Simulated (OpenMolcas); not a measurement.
**Si2NH6 (SMILES N[SiH][SiH3]), step by step**

Wanted: a single-point energy (ROHF/ANO-RCC-MB), then a single-point energy (CASSCF(3,3)/ANO-RCC-VDZP), then an energy scan (CASPT2(3,3)/ANO-RCC-VDZP), then the energy along one coordinate (SC-NEVPT2(3,3)/ANO-RCC-VDZP), then an energy scan (MC-PDFT[tPBE](3,3)/ANO-RCC-VDZP) of Si2NH6. 

Program for the calculation: OpenMolcas 26.06.

## (1) The system as given

Si2NH6: 9 atoms, total charge 0, spin state doublet. As SMILES, `N[SiH][SiH3]`. The coordinates come from a PBE0-D4/def2-TZVP relaxation. This is one conformer, not always the lowest.

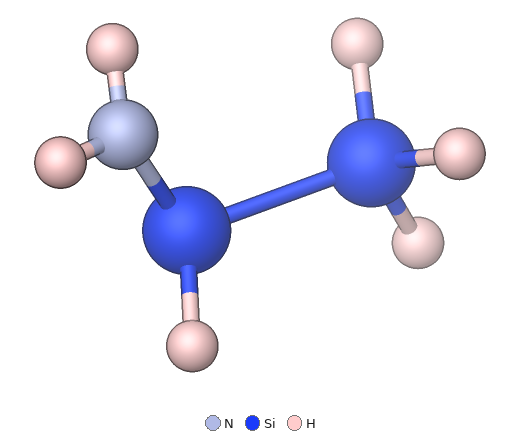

The structure, seen from a chosen angle (nitrogen light blue, silicon blue, hydrogen pink).

## (2) A single-point energy at ROHF/ANO-RCC-MB (DKH2) (run 1)

struct.xyz

```xyz
9

N     -0.800100     0.840300    -1.401300
Si    -0.412600     0.902100     0.278900
Si     0.627800    -1.077000     0.962500
H     -1.356700     0.089900    -1.777700
H     -0.920900     1.689300    -1.930000
H      0.461600     2.102100     0.448200
H      1.938500    -1.353900     0.307200
H     -0.282400    -2.217000     0.659800
H      0.833300    -1.021900     2.435300
```

step1.input

```
* H6NSi2 Hartree-Fock
>>> EXPORT MOLCAS_PRINT=2

&GATEWAY
 Coord = struct.xyz
 Basis = ANO-RCC-MB
 Group = NoSym

&SEWARD

&SCF
 UHF
 Spin = 2
 PrOrbitals = 0

&RASSCF
 FileOrb = $Project.UnaOrb
 Spin = 2
 Nactel = 1 0 0
 Inactive = 20
 Ras2 = 1
 OutOrbitals = Canonical
 OrbListing = Nothing
```

On the command line:

```bash
$ export MOLCAS_MEM=1860
$ pymolcas step1.input > step1.log
```

Output:

```text
--- Start Module: gateway ---
[...]
--- Stop Module: gateway /rc=_RC_ALL_IS_WELL_ ---
[...]
      Basis functions           29
[...]
--- Start Module: scf ---
[...]
       Convergence after  12 Iterations
[...]
::    Total SCF energy                               -636.8129813156
[...]
      Total spin, S                                     0.5020019866
[...]
--- Stop Module: scf /rc=_RC_ALL_IS_WELL_ ---
--- Start Module: rasscf ---
[...]
      Number of active orbitals                  1
[...]
      Spin quantum number                      0.5
[...]
      Active orbitals                            1
[...]
      Number of CSFs                             1
[...]
      Number of root(s) required                 1
[...]
      Convergence after  9 iterations
[...]
      printout of CI-coefficients larger than  0.05 for root  1
      energy=    -636.812170
      conf/sym  1     Coeff  Weight
             1  u   1.00000 1.00000
      Natural orbitals and occupation numbers for root  1
      sym 1:   1.000000
      ************************************************************************************************************************
      *                                                    Final results                                                     *
[...]
::    RASSCF root number  1 Total energy:   -636.81217006
[...]
      Total electronic charge=   41.000000
      Total            charge=   -0.000000
[...]
      Dipole Moment (debye):
      Origin of the operator (angstrom)=   -0.0593    0.0810    0.2007
                   X= -1.3712E+00               Y=  6.6934E-01               Z= -9.3628E-01           Total=  1.7902E+00
      Quadrupole Moment (debye*angstrom):
[...]
--- Stop Module: rasscf /rc=_RC_ALL_IS_WELL_ ---
[...]
```

It took 3.3 s on 1 thread of Arm Neoverse V2, shared host; peak memory 0.38 GiB.

## (3) A single-point energy at CASSCF(3,3)/ANO-RCC-VDZP (DKH2, RICD fitting) (run 2)

struct.xyz is that of step 2.

step2.input

```
* H6NSi2 CASSCF

&GATEWAY
  Coord
  struct.xyz
  Basis
  ANO-RCC-MB
  Group
  NoSym

&SEWARD

&RASSCF
  FileOrb
  $CurrDir/step1.RasOrb
  Alter
  2
  1 15 20
  1 22 29
  Spin
  2
  Nactel
  3 0 0
  Inactive
  19
  Ras2
  3
  OrbListing
  Nothing
>>> COPY $Project.RunFile RUNFIL1
>>> COPY $Project.RasOrb INPORB

&GATEWAY
  Coord
  struct.xyz
  Basis
  ANO-RCC-VDZP
  Group
  NoSym
  RICD

&SEWARD
>>> COPY $Project.RunFile RUNFIL2

&EXPBAS

&RASSCF
  FileOrb
  $Project.ExpOrb
  Spin
  2
  Nactel
  3 0 0
  Inactive
  19
  Ras2
  3
  OrbListing
  Nothing
```

On the command line:

```bash
$ export MOLCAS_MEM=1860
$ pymolcas step2.input > step2.log
```

Output:

```text
--- Start Module: gateway ---
[...]
--- Stop Module: gateway /rc=_RC_ALL_IS_WELL_ ---
[...]
      Basis functions           29
[...]
      Number of active orbitals                  3
[...]
      Spin quantum number                      0.5
[...]
      Active orbitals                            3
[...]
      Number of CSFs                             8
[...]
      Number of root(s) required                 1
[...]
      Convergence after104 iterations
[...]
      printout of CI-coefficients larger than  0.05 for root  1
      energy=    -636.828171
      conf/sym  111     Coeff  Weight
             1  2u0   0.99540 0.99081
             8  0u2   0.09527 0.00908
      Natural orbitals and occupation numbers for root  1
      sym 1:   1.981739   0.999993   0.018268
      ************************************************************************************************************************
      *                                                    Final results                                                     *
[...]
::    RASSCF root number  1 Total energy:   -636.82817150
[...]
      Basis functions           80
[...]
--- Start Module: expbas ---
[...]
--- Stop Module: expbas /rc=_RC_ALL_IS_WELL_ ---
--- Start Module: rasscf ---
[...]
      Convergence after 18 iterations
[...]
      Natural orbitals and occupation numbers for root  1
      sym 1:   1.983345   0.999994   0.016661
      ************************************************************************************************************************
      *                                                    Final results                                                     *
[...]
::    RASSCF root number  1 Total energy:   -637.08345483
[...]
      Total electronic charge=   41.000000
      Total            charge=   -0.000000
[...]
      Dipole Moment (debye):
      Origin of the operator (angstrom)=   -0.0593    0.0810    0.2007
                   X= -8.9829E-01               Y=  4.2211E-01               Z= -1.0528E+00           Total=  1.4469E+00
      Quadrupole Moment (debye*angstrom):
[...]
--- Stop Module: rasscf /rc=_RC_ALL_IS_WELL_ ---
[...]
```

Wall time 9.9 s (1 thread of Arm Neoverse V2, shared host); peak memory 0.38 GiB.

## (4) An energy scan at CASPT2(3,3)/ANO-RCC-VDZP (DKH2, RICD fitting, ipea shift 0.25 Eh, pt2 variant SS) (run 3)

step3.inp

```
* H6NSi2 CASPT2
>>> EXPORT MOLCAS_PRINT=2
>>> COPY $CurrDir/step2.RasOrb $Project.RasOrb
>>> ForEach K in (1, 2, 3, 4, 5, 6, 7, 8, 9)

&GATEWAY
  Coord=$CurrDir/point$K.xyz
  Basis=ANO-RCC-VDZP
  Group=NoSym
  RICD

&SEWARD

&RASSCF
  FileOrb=$Project.RasOrb
  Spin=2
  Nactel=3 0 0
  Inactive=19
  Ras2=3
  OrbListing=Nothing

&CASPT2
  Imaginary=0.2
  Frozen=11
>>> EndDo
```

On the command line:

```bash
$ export MOLCAS_MEM=1860
$ pymolcas step3.inp > step3.log
```

Output, cut to the lines that bear on the results:

```text
--- Start Module: gateway ---
[...]
      Basis functions           80
[...]
      Number of active orbitals                  3
[...]
      Spin quantum number                      0.5
[...]
      Active orbitals                            3
[...]
      Number of CSFs                             8
[...]
      Number of root(s) required                 1
[...]
      Convergence after 11 iterations
[...]
      Natural orbitals and occupation numbers for root  1
      sym 1:   1.988474   0.999997   0.011530
      ************************************************************************************************************************
      *                                                    Final results                                                     *
[...]
::    RASSCF root number  1 Total energy:   -637.07170794
[...]
      E2 (Variational):          -0.3525291351
[...]
::    CASPT2 Root  1     Total energy:   -637.42423708
[...]
      Convergence after 11 iterations
[...]
      Natural orbitals and occupation numbers for root  1
      sym 1:   1.983361   0.999994   0.016645
      ************************************************************************************************************************
      *                                                    Final results                                                     *
[...]
      Convergence after 15 iterations
[...]
      Natural orbitals and occupation numbers for root  1
      sym 1:   1.838701   0.999442   0.161857
      ************************************************************************************************************************
      *                                                    Final results                                                     *
[...]
      Convergence after 17 iterations
[...]
      Natural orbitals and occupation numbers for root  1
      sym 1:   1.656103   0.995556   0.348341
      ************************************************************************************************************************
      *                                                    Final results                                                     *
[...]
      Convergence after 25 iterations
[...]
::    RASSCF root number  1 Total energy:   -636.95618867
[...]
::    CASPT2 Root  1     Total energy:   -637.29903677
[...]
      Convergence after 10 iterations
[...]
::    RASSCF root number  1 Total energy:   -636.95932793
[...]
::    CASPT2 Root  1     Total energy:   -637.30040816
[...]
```

Wall time 50 s (1 thread of Arm Neoverse V2, shared host); peak memory 0.086 GiB.

The scan, from its lowest point:

```csv
H4–N1 (Å),energy (kJ/mol)
0.907,30.8
1.007,0.0
1.108,16.5
1.259,82.2
1.461,192.1
1.712,315.2
2.015,414.2
2.417,359.5
3.022,355.9
```

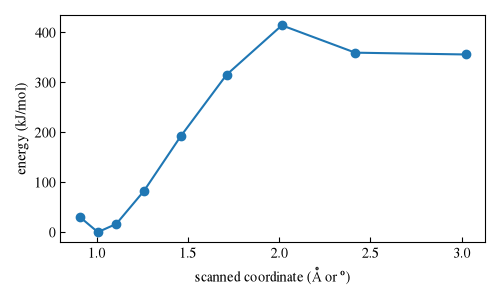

Energy along the scan.

Past 2.02 Å the energy drops again. On a bond that is being broken this is more likely a change to another orbital solution than a real barrier; the points needn't lie on one state.

## (5) The energy along one coordinate at SC-NEVPT2(3,3)/ANO-RCC-VDZP (DKH2, RICD fitting, pt2 variant SC-NEVPT2) (run 4)

step4.input

```
>>> COPY $CurrDir/step2.RasOrb $Project.RasOrb
>>> ForEach K in (1, 2, 3, 4, 5, 6, 7, 8, 9)

&GATEWAY
 Coord
 $CurrDir/point$K.xyz
 Basis
 ANO-RCC-VDZP
 Group
 NoSym
 RICD

&SEWARD

&RASSCF
 FileOrb
 $Project.RasOrb
 Spin
 2
 Nactel
 3 0 0
 Inactive
 19
 Ras2
 3
 OrbListing
 Nothing

&CASPT2
 SC-NEVPT2
 Frozen
 11
>>> EndDo
```

On the command line:

```bash
$ export MOLCAS_MEM=1860
$ pymolcas step4.input > step4.log
```

Output, cut to the lines that bear on the results:

```text
--- Start Module: gateway ---
[...]
      Basis functions           80
[...]
      Number of active orbitals                  3
[...]
      Spin quantum number                      0.5
[...]
      Active orbitals                            3
[...]
      Number of CSFs                             8
[...]
      Number of root(s) required                 1
[...]
      Convergence after 11 iterations
[...]
      Natural orbitals and occupation numbers for root  1
      sym 1:   1.988474   0.999997   0.011530
      ************************************************************************************************************************
      *                                                    Final results                                                     *
[...]
::    RASSCF root number  1 Total energy:   -637.07170794
[...]
      E2 (Variational):          -0.3499402789
[...]
::    SC-NEVPT2 Root  1     Total energy:   -637.42050003
[...]
      Convergence after 11 iterations
[...]
      Natural orbitals and occupation numbers for root  1
      sym 1:   1.983361   0.999994   0.016645
      ************************************************************************************************************************
      *                                                    Final results                                                     *
[...]
      Convergence after 15 iterations
[...]
      Natural orbitals and occupation numbers for root  1
      sym 1:   1.838701   0.999442   0.161857
      ************************************************************************************************************************
      *                                                    Final results                                                     *
[...]
      Convergence after 17 iterations
[...]
      Natural orbitals and occupation numbers for root  1
      sym 1:   1.656103   0.995556   0.348341
      ************************************************************************************************************************
      *                                                    Final results                                                     *
[...]
      Convergence after 25 iterations
[...]
::    RASSCF root number  1 Total energy:   -636.95618867
[...]
::    SC-NEVPT2 Root  1     Total energy:   -637.29716980
[...]
      Convergence after 10 iterations
[...]
::    RASSCF root number  1 Total energy:   -636.95932793
[...]
::    SC-NEVPT2 Root  1     Total energy:   -637.29888924
[...]
```

Wall time 48 s (1 thread of Arm Neoverse V2, shared host); peak memory 0.086 GiB.

The scan, from its lowest point:

```csv
H4–N1 (Å),energy (kJ/mol)
0.907,32.8
1.007,0.0
1.108,14.7
1.259,78.7
1.461,188.4
1.712,314.3
2.015,416.9
2.417,356.6
3.022,352.0
```

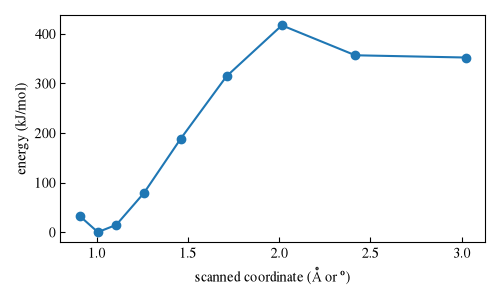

Energy along the scan.

Past 2.02 Å the energy drops again. On a bond that is being broken this is more likely a change to another orbital solution than a real barrier; the points needn't lie on one state.

## (6) An energy scan at MC-PDFT[tPBE](3,3)/ANO-RCC-VDZP (DKH2, RICD fitting) (run 5)

step5.input

```
* H6NSi2 MC-PDFT
>>> COPY $CurrDir/step2.RasOrb $Project.RasOrb
>>> ForEach K in (1, 2, 3, 4, 5, 6, 7, 8, 9)
&GATEWAY
COORD=$CurrDir/point$K.xyz
BASIS=ANO-RCC-VDZP
GROUP=NoSym
RICD
&SEWARD
&RASSCF
FILEORB=$Project.RasOrb
SPIN=2
NACTEL=3 0 0
INACTIVE=19
RAS2=3
ORBLISTING=Nothing
&MCPDFT
KSDFT=T:PBE
>>> EndDo
```

On the command line:

```bash
$ export MOLCAS_MEM=1860
$ pymolcas step5.input > step5.log
```

Output, cut to the lines that bear on the results:

```text
[...]
      Basis functions           80
[...]
      Number of active orbitals                  3
[...]
      Spin quantum number                      0.5
[...]
      Active orbitals                            3
[...]
      Number of CSFs                             8
[...]
      Number of root(s) required                 1
[...]
      Convergence after 11 iterations
[...]
      Natural orbitals and occupation numbers for root  1
      sym 1:   1.988474   0.999997   0.011530
      ************************************************************************************************************************
      *                                                    Final results                                                     *
[...]
::    RASSCF root number  1 Total energy:   -637.07170794
[...]
::    MCPDFT root number  1 Total energy:   -638.18355092
[...]
      Convergence after 11 iterations
[...]
      Natural orbitals and occupation numbers for root  1
      sym 1:   1.983361   0.999994   0.016645
      ************************************************************************************************************************
      *                                                    Final results                                                     *
[...]
      Convergence after 15 iterations
[...]
      Natural orbitals and occupation numbers for root  1
      sym 1:   1.838701   0.999442   0.161857
      ************************************************************************************************************************
      *                                                    Final results                                                     *
[...]
      Convergence after 17 iterations
[...]
      Natural orbitals and occupation numbers for root  1
      sym 1:   1.656103   0.995556   0.348341
      ************************************************************************************************************************
      *                                                    Final results                                                     *
[...]
      Convergence after 25 iterations
[...]
::    RASSCF root number  1 Total energy:   -636.95618867
[...]
::    MCPDFT root number  1 Total energy:   -638.05037442
[...]
      Convergence after 10 iterations
[...]
::    RASSCF root number  1 Total energy:   -636.95932793
[...]
::    MCPDFT root number  1 Total energy:   -638.05231362
[...]
```

Wall time 57 s (1 thread of Arm Neoverse V2, shared host); peak memory 0.086 GiB.

The scan, from its lowest point:

```csv
H4–N1 (Å),energy (kJ/mol)
0.907,31.2
1.007,0.0
1.108,15.8
1.259,81.1
1.461,192.0
1.712,320.7
2.015,431.5
2.417,380.9
3.022,375.8
```

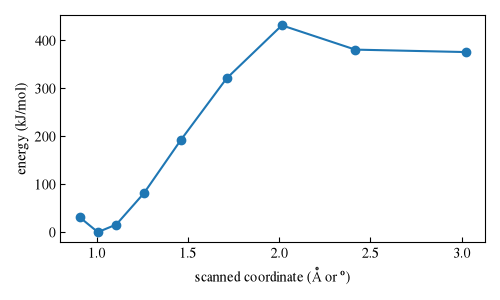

Energy along the scan.

Past 2.02 Å the energy drops again. On a bond that is being broken this is more likely a change to another orbital solution than a real barrier; the points needn't lie on one state.

## (7) What came out

```
                                                         quantity          value
                             run 1, ROHF/ANO-RCC-MB: total energy  -636.81217 Eh
                            run 1, ROHF/ANO-RCC-MB: dipole moment         1.79 D
                    run 2, CASSCF(3,3)/ANO-RCC-VDZP: total energy  -637.08345 Eh
  run 2, CASSCF(3,3)/ANO-RCC-VDZP: dipole moment (CASSCF density)         1.45 D
       run 3, CASPT2(3,3)/ANO-RCC-VDZP: lowest energy of the scan  -637.43595 Eh
    run 4, SC-NEVPT2(3,3)/ANO-RCC-VDZP: lowest energy of the scan  -637.43297 Eh
run 5, MC-PDFT[tPBE](3,3)/ANO-RCC-VDZP: lowest energy of the scan  -638.19543 Eh
```

**Reading.** Mulliken charges (run 1, ROHF/ANO-RCC-MB) run from -0.75 on N1 to +0.42 on Si2. The run (run 3, CASPT2(3,3)/ANO-RCC-VDZP) may have ended on a state above the lowest. The run (run 4, SC-NEVPT2(3,3)/ANO-RCC-VDZP) may have ended on a state above the lowest. The run (run 5, MC-PDFT[tPBE](3,3)/ANO-RCC-VDZP) may have ended on a state above the lowest.
